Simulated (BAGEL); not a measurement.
# C6H10 (1-methylcyclopentene): HF/6-31G(d) (density fitting with cc-pvqz-jkfit, spherical functions)

Aim: the energy change on altering one bond length of C6H10 (1-methylcyclopentene) at HF/6-31G* (density fitting with cc-pvqz-jkfit, spherical functions), from 2 runs. 

The calculation is run with BAGEL 1.2.2.

## (1) The structure to begin with

The species is C6H10 (16 atoms), meant as a singlet with charge 0. As SMILES, `CC1=CCCC1`. Geometry: relaxed at PBE0-D4/def2-TZVP. This is one conformer, not always the lowest.

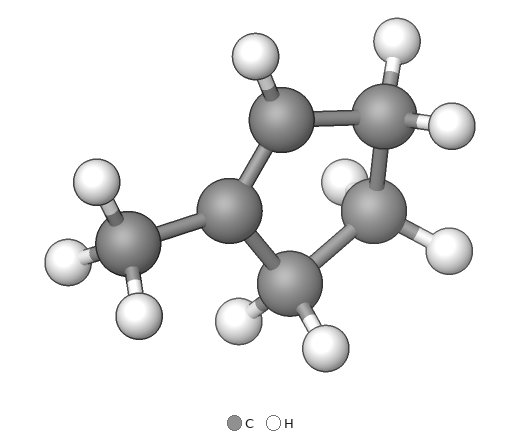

The structure, seen from a chosen angle (carbon grey, hydrogen white).

## (2) The energy at HF/6-31G(d) (density fitting with cc-pvqz-jkfit, spherical functions)

The input, hf.json:

```json
{ "bagel" : [

{
  "title" : "molecule",
  "basis" : "6-31gs.json",
  "df_basis" : "cc-pvqz-jkfit",
  "angstrom" : "true",
  "geometry" : [
    { "atom" : "C", "xyz" : [      -0.182550,       0.153470,       2.196680 ] },
    { "atom" : "C", "xyz" : [       0.039290,       0.039180,       0.731770 ] },
    { "atom" : "C", "xyz" : [       1.204510,      -0.027810,       0.091730 ] },
    { "atom" : "C", "xyz" : [       1.039050,      -0.203910,      -1.387910 ] },
    { "atom" : "C", "xyz" : [      -0.449080,       0.116590,      -1.605660 ] },
    { "atom" : "C", "xyz" : [      -1.108990,      -0.080680,      -0.234400 ] },
    { "atom" : "H", "xyz" : [      -0.752800,      -0.702760,       2.573510 ] },
    { "atom" : "H", "xyz" : [      -0.768550,       1.046860,       2.437290 ] },
    { "atom" : "H", "xyz" : [       0.759370,       0.203610,       2.745170 ] },
    { "atom" : "H", "xyz" : [       2.172750,      -0.007620,       0.580790 ] },
    { "atom" : "H", "xyz" : [       1.695560,       0.444770,      -1.975280 ] },
    { "atom" : "H", "xyz" : [       1.281320,      -1.233740,      -1.682420 ] },
    { "atom" : "H", "xyz" : [      -0.549170,       1.163300,      -1.904140 ] },
    { "atom" : "H", "xyz" : [      -0.905320,      -0.488430,      -2.391050 ] },
    { "atom" : "H", "xyz" : [      -1.901490,       0.648610,      -0.037670 ] },
    { "atom" : "H", "xyz" : [      -1.573910,      -1.071450,      -0.138410 ] }
  ]
},

{
  "title" : "hf"
},

{
  "title" : "print",
  "file" : "orbitals.molden",
  "orbitals" : "true"
}

]}
```

The basis set 6-31G* is read from a file made from the Basis Set Exchange's data (not shown).

Run with:

```console
$ BAGEL_NUM_THREADS=1 BAGEL hf.json > hf.out
```

Log:

```text
* using 1 threads per process

  ===============================================================
  ===============================================================

  *** Geometry ***

  { "atom" : "C", "xyz" : [     -0.344970,      0.290016,      4.151124 ] },
  { "atom" : "C", "xyz" : [      0.074247,      0.074039,      1.382845 ] },
  { "atom" : "C", "xyz" : [      2.276194,     -0.052553,      0.173345 ] },
  { "atom" : "C", "xyz" : [      1.963520,     -0.385334,     -2.622770 ] },
  { "atom" : "C", "xyz" : [     -0.848638,      0.220323,     -3.034258 ] },
  { "atom" : "C", "xyz" : [     -2.095687,     -0.152463,     -0.442952 ] },
  { "atom" : "H", "xyz" : [     -1.422586,     -1.328024,      4.863229 ] },
  { "atom" : "H", "xyz" : [     -1.452349,      1.978279,      4.605811 ] },
  { "atom" : "H", "xyz" : [      1.435001,      0.384767,      5.187619 ] },
  { "atom" : "H", "xyz" : [      4.105902,     -0.014400,      1.097534 ] },
  { "atom" : "H", "xyz" : [      3.204144,      0.840493,     -3.732738 ] },
  { "atom" : "H", "xyz" : [      2.421344,     -2.331431,     -3.179313 ] },
  { "atom" : "H", "xyz" : [     -1.037781,      2.198318,     -3.598303 ] },
  { "atom" : "H", "xyz" : [     -1.710807,     -0.922999,     -4.518430 ] },
  { "atom" : "H", "xyz" : [     -3.593295,      1.225695,     -0.071186 ] },
  { "atom" : "H", "xyz" : [     -2.974259,     -2.024747,     -0.261557 ] },

  Number of auxiliary basis functions:     1146

  Since a DF basis is specified, we compute 2- and 3-index integrals:
    o Being stored without compression. Storage requirement is 0.099 GB

  Number of basis functions:      104
  Number of electrons      :       46

    * METHOD: MOLECULE                             2.03

  *** RHF ***

  === Nuclear Repulsion ===
   234.4960788977

      * DIIS with orbital gradients will be used.

  === RHF iteration (6-31gs.json) ===
      0       -232.85751652          0.01332956           0.34
      1       -232.99558227          0.00491761           0.33
      2       -233.01386588          0.00171234           0.33
      3       -233.01606933          0.00019869           0.33
      4       -233.01611082          0.00006124           0.33
      5       -233.01611501          0.00001289           0.33
      6       -233.01611524          0.00000693           0.33
      7       -233.01611529          0.00000199           0.33
      8       -233.01611530          0.00000097           0.34
      9       -233.01611530          0.00000031           0.35
     10       -233.01611530          0.00000010           0.34
     11       -233.01611530          0.00000004           0.34
     12       -233.01611530          0.00000001           0.34
     13       -233.01611530          0.00000001           0.33
    * SCF iteration converged.

    * Permanent dipole moment:
           (    0.067667,     0.015150,    -0.052267) a.u.

    * METHOD: HF                                   5.36

    * METHOD: PRINT                                0.03

  ===============================================================
```

Run time: 7.8 s. Hardware: 1 thread of Arm Neoverse V1, shared host; peak memory 0.32 GiB.

## (3) The distorted shape at the same level

The input, job.json:

```json
{ "bagel": [

{
  "title": "molecule",
  "basis": "6-31gs.json",
  "df_basis": "cc-pvqz-jkfit",
  "angstrom": true,
  "geometry": [
    { "atom": "C", "xyz": [       0.451472,      -0.429982,       2.039291 ] },
    { "atom": "C", "xyz": [       0.673312,      -0.544272,       0.574381 ] },
    { "atom": "C", "xyz": [       1.838532,      -0.611262,      -0.065659 ] },
    { "atom": "C", "xyz": [       1.673072,      -0.787362,      -1.545299 ] },
    { "atom": "C", "xyz": [       0.184942,      -0.466862,      -1.763049 ] },
    { "atom": "C", "xyz": [      -0.474968,      -0.664132,      -0.391789 ] },
    { "atom": "H", "xyz": [      -0.118778,      -1.286212,       2.416121 ] },
    { "atom": "H", "xyz": [      -0.134528,       0.463408,       2.279901 ] },
    { "atom": "H", "xyz": [       1.393392,      -0.379842,       2.587781 ] },
    { "atom": "H", "xyz": [       2.806772,      -0.591072,       0.423401 ] },
    { "atom": "H", "xyz": [       2.329582,      -0.138682,      -2.132669 ] },
    { "atom": "H", "xyz": [       1.915342,      -1.817192,      -1.839809 ] },
    { "atom": "H", "xyz": [       0.084852,       0.579848,      -2.061529 ] },
    { "atom": "H", "xyz": [      -0.271298,      -1.071882,      -2.548439 ] },
    { "atom": "H", "xyz": [      -1.901490,       0.648610,      -0.037670 ] },
    { "atom": "H", "xyz": [      -0.939888,      -1.654902,      -0.295799 ] }
  ]
},

{ "title": "hf" },

{ "title": "print", "file": "orbitals.molden", "orbitals": true }

]}
```

The basis set 6-31G* is read from a file made from the Basis Set Exchange's data (not shown).

Run with:

```console
$ BAGEL_NUM_THREADS=1 BAGEL job.json > job.out
```

Log:

```text
* using 1 threads per process

  ===============================================================
  ===============================================================

  *** Geometry ***

  { "atom" : "C", "xyz" : [      0.853158,     -0.812548,      3.853701 ] },
  { "atom" : "C", "xyz" : [      1.272375,     -1.028525,      1.085423 ] },
  { "atom" : "C", "xyz" : [      3.474322,     -1.155118,     -0.124078 ] },
  { "atom" : "C", "xyz" : [      3.161648,     -1.487899,     -2.920192 ] },
  { "atom" : "C", "xyz" : [      0.349490,     -0.882241,     -3.331680 ] },
  { "atom" : "C", "xyz" : [     -0.897559,     -1.255028,     -0.740374 ] },
  { "atom" : "H", "xyz" : [     -0.224458,     -2.430588,      4.565807 ] },
  { "atom" : "H", "xyz" : [     -0.254221,      0.875714,      4.308388 ] },
  { "atom" : "H", "xyz" : [      2.633129,     -0.717797,      4.890197 ] },
  { "atom" : "H", "xyz" : [      5.304030,     -1.116964,      0.800112 ] },
  { "atom" : "H", "xyz" : [      4.402272,     -0.262071,     -4.030160 ] },
  { "atom" : "H", "xyz" : [      3.619472,     -3.433995,     -3.476735 ] },
  { "atom" : "H", "xyz" : [      0.160347,      1.095754,     -3.895725 ] },
  { "atom" : "H", "xyz" : [     -0.512679,     -2.025563,     -4.815852 ] },
  { "atom" : "H", "xyz" : [     -3.593295,      1.225695,     -0.071186 ] },
  { "atom" : "H", "xyz" : [     -1.776131,     -3.127312,     -0.558979 ] },

  Number of auxiliary basis functions:     1146

  Since a DF basis is specified, we compute 2- and 3-index integrals:
    o Being stored without compression. Storage requirement is 0.099 GB

  Number of basis functions:      104
  Number of electrons      :       46

    * METHOD: MOLECULE                             2.03

  *** RHF ***

  === Nuclear Repulsion ===
   231.6858914496

      * DIIS with orbital gradients will be used.

  === RHF iteration (6-31gs.json) ===
      0       -232.70981758          0.01331781           0.34
      1       -232.85024314          0.00569695           0.34
      2       -232.87521083          0.00205070           0.34
      3       -232.87873601          0.00038683           0.34
      4       -232.87888450          0.00011746           0.34
      5       -232.87890750          0.00004010           0.34
      6       -232.87890969          0.00001839           0.35
      7       -232.87891018          0.00000353           0.35
      8       -232.87891020          0.00000134           0.36
      9       -232.87891020          0.00000045           0.37
     10       -232.87891020          0.00000016           0.36
     11       -232.87891020          0.00000008           0.34
     12       -232.87891020          0.00000003           0.34
     13       -232.87891020          0.00000001           0.34
     14       -232.87891020          0.00000000           0.34
    * SCF iteration converged.

    * Permanent dipole moment:
           (   -0.637960,     0.432740,     0.116040) a.u.

    * METHOD: HF                                   5.87

    * METHOD: PRINT                                0.03

  ===============================================================
```

Run time: 8.1 s. Hardware: 1 thread of Arm Neoverse V1, shared host; peak memory 0.32 GiB.

## (4) What came out

Level: HF/6-31G* (density fitting with cc-pvqz-jkfit, spherical functions).

```
                                                          quantity          value
                                         first shape: total energy  -233.01612 Eh
                                        first shape: dipole moment         0.22 D
                                          first shape: HOMO energy       -8.82 eV
                                          first shape: LUMO energy        5.33 eV
                                        first shape: HOMO–LUMO gap       14.15 eV
                                     distorted shape: total energy  -232.87891 Eh
                                    distorted shape: dipole moment         1.98 D
                                      distorted shape: HOMO energy       -8.61 eV
                                      distorted shape: LUMO energy        2.59 eV
                                    distorted shape: HOMO–LUMO gap       11.20 eV
energy change with the C6–H15 bond stretched from 1.095 to 1.971 Å       3.734 eV
```

**Reading.** With the C6–H15 bond stretched from 1.095 to 1.971 Å the energy rises by 3.73 eV (86 kcal/mol). The first shape isn't relaxed at this level, so the change isn't measured from a minimum. A restricted reference can't describe the breaking bond well at this length.
